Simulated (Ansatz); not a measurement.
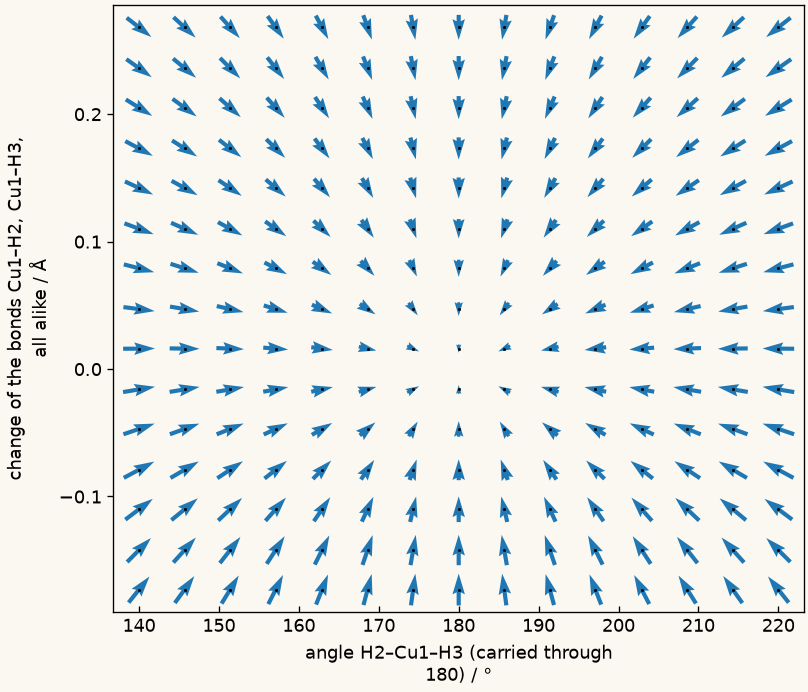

[CuH2]-, charge −1. First axis: angle H2–Cu1–H3 (carried through 180). Second axis: change of the bonds Cu1–H2, Cu1–H3, all alike. Nothing is relaxed (all other coordinates rigid). Grid: 15 × 15 points; 120 points were computed and 105 follow by symmetry. Points are written as (first, second). The calculation used RKS PBE0-D4/def2-TZVPD (Ansatz).

Drawn: dots at the grid points, arrows along the force (downhill), their lengths compressed.

The arrows alone are given. Where is the energy lowest?

The arrows converge at about (180°, 0.000 Å) (read from the interpolated surface).

The energy map of the same scan:

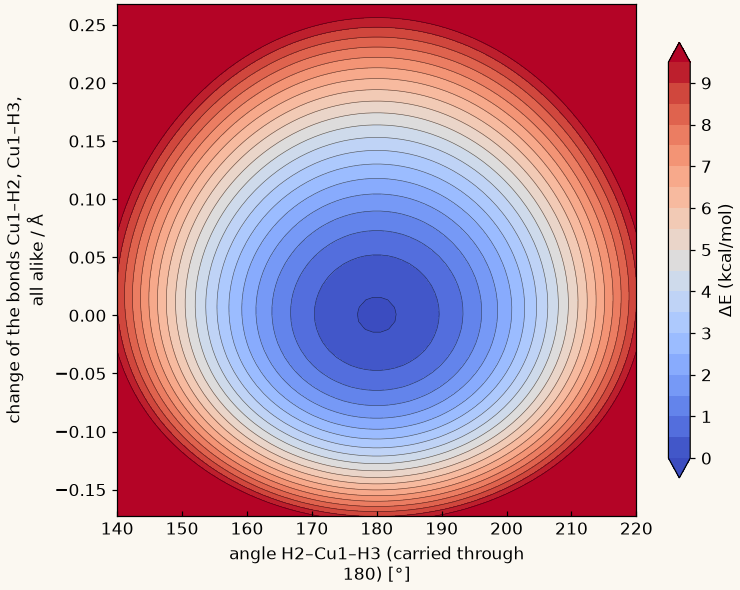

Energies are in kcal/mol, from the lowest grid point; between grid points the surface is interpolated.
